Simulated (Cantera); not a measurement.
Input: 1 mol S, 0.17 mol O2, 30 mol N2, held at 130 bar.

Method: chemical equilibrium by Gibbs-energy minimisation in Cantera with the NASA 1993 tables (ideal gas, pure condensed phases). Candidate condensed phases: S; 17 gas species. The ideal-gas law is rough above about 30 bar. Gases not in the tables: S3 to S7. Rates play no part.

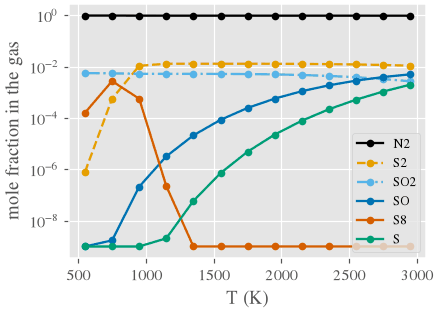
Equilibrium gas composition (values under 1e-9 drawn at 1e-9)

From 550 K to 750 K the condensed part is S(l). From 950 K to 2950 K nothing is condensed.
